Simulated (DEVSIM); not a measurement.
Structure: Schottky contact on n-type Si, at 450 K.

```csv
layer (left to right),material,thickness (μm),Nd (cm⁻³),τn (s),τp (s)
1,Si,6.20,2.8e16,3.7e-7,3.7e-7
```

Left contact: Schottky, work function 4.72 eV, emission velocity 2.8e6 cm/s. Right contact: ohmic. Voltage is applied to the left contact. Recombination: SRH at mid-gap, radiative, Auger. Gap narrowing is on: ΔEg = 6.92 meV × (l + √(l² + 0.5)), l = ln(N/1.3e17 cm⁻³), shared equally by both band edges. Mobility is μmin + (μ − μmin)/(1 + (N/Nref)^α).

This is a model device: material constants are rounded textbook-type values typed into the input, and sizes, dopings and lifetimes were drawn at random. Values at 300 K; Nc and Nv go as T^1.5, mobilities as T to minus their exponent, the gap by Varshni's rule with the affinity fixed.

```csv
parameter,Si
gap (eV),1.124
affinity (eV),4.05
permittivity,11.7
Nc (cm⁻³),2.86e19
Nv (cm⁻³),3.1e19
μn (cm²/Vs),1417
μp (cm²/Vs),470
"μn,min",52
"μp,min",45
"Nref,n",9.7e16
"Nref,p",2.2e17
αn,0.68
αp,0.72
T exponent of μn,2.3
T exponent of μp,2.2
B (cm³/s),4.7e-15
Cn (cm⁶/s),2.8e-31
Cp (cm⁶/s),9.9e-32
Varshni α (eV/K),0.000473
Varshni β (K),636
```

DEVSIM, 1D drift-diffusion, Boltzmann statistics, complete ionisation; no tunnelling, impact ionisation, image-force lowering or self-heating. Metal contacts follow the ideal Schottky-Mott rule: no Fermi-level pinning, no interface dipoles.

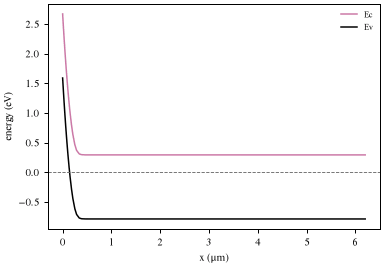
Figure: Band edges at -2.0 V on the left contact

Energies count from the Fermi level of the right contact; mesh points crowd at the junctions.

```tsv
x (μm)	Ec (eV)	Ev (eV)	n (cm⁻³)	p (cm⁻³)	field (V/cm)
0.000	2.670	1.589	7.8e10	1.4e15	-140000
0.01358	2.480	1.400	8.1e10	1.1e13	-140000
0.03244	2.231	1.150	8.7e10	1.7e10	-130000
0.06423	1.845	0.764	9.7e10	1.1e8	-110000
0.1317	1.171	0.091	1.3e11	1.2e8	-85000
0.2095	0.638	-0.442	4.0e12	1.4e8	-52000
0.3407	0.308	-0.772	1.9e16	5.4e8	-5100
0.6191	0.292	-0.788	2.8e16	4.4e9	≈ 0
0.9403	0.292	-0.788	2.8e16	9.3e9	≈ 0
1.482	0.292	-0.788	2.8e16	1.7e10	≈ 0
2.233	0.292	-0.788	2.8e16	2.8e10	≈ 0
3.673	0.292	-0.788	2.8e16	4.9e10	≈ 0
4.590	0.292	-0.788	2.8e16	6.2e10	≈ 0
5.134	0.292	-0.788	2.8e16	7.0e10	≈ 0
5.606	0.292	-0.788	2.8e16	7.7e10	≈ 0
5.828	0.292	-0.788	2.8e16	8.0e10	≈ 0
5.960	0.292	-0.788	2.8e16	8.2e10	≈ 0
6.055	0.292	-0.788	2.8e16	8.3e10	≈ 0
6.128	0.292	-0.788	2.8e16	8.4e10	≈ 0
6.160	0.292	-0.788	2.8e16	8.5e10	≈ 0
6.183	0.292	-0.788	2.8e16	8.5e10	≈ 0
6.200	0.292	-0.788	2.8e16	8.5e10	≈ 0
```
